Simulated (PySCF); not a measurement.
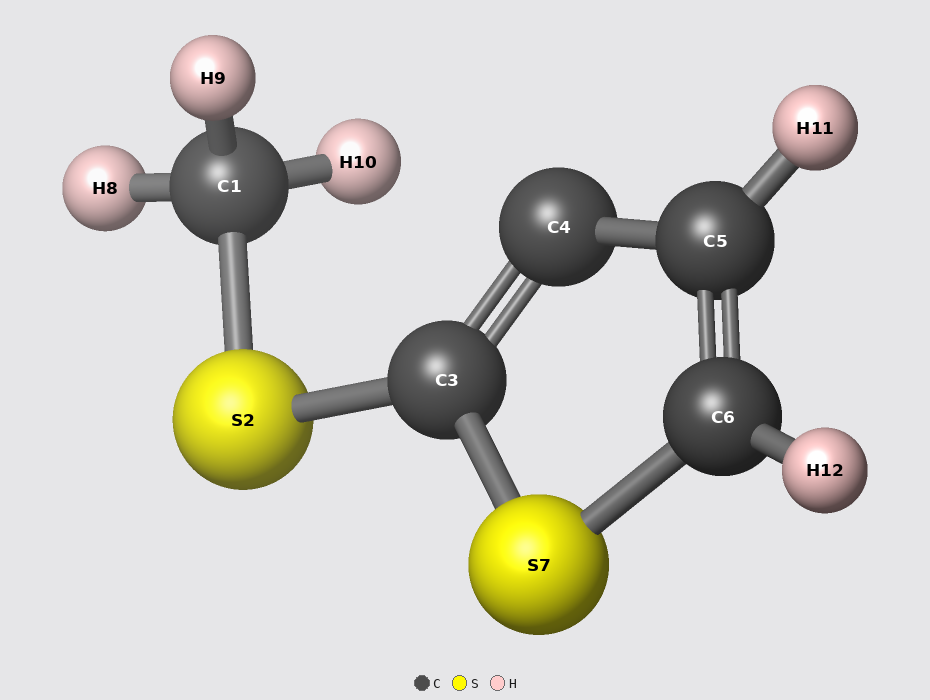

State: neutral, doublet. The geometry was computed by an optimisation with GFN2-xTB. No frequency run is at hand to confirm it as a minimum. Properties computed with UKS B3LYP, pcH-1 on C H S, non-relativistic (PySCF 2.14.0).

Give the isotropic hyperfine couplings (Fermi-contact term alone) of C1, S2, C3, C4, C5, C6, S7, H8, H9, H10, H11, H12.

```
atom  isotope  a_iso (MHz)
  C1      13C          5.4
  S2      33S          3.1
  C3      13C         34.5
  C4      13C        422.2
  C5      13C         41.3
  C6      13C         73.2
  S7      33S          1.9
  H8       1H          2.0
  H9       1H          1.4
 H10       1H          1.4
 H11       1H         21.4
 H12       1H         10.4
```
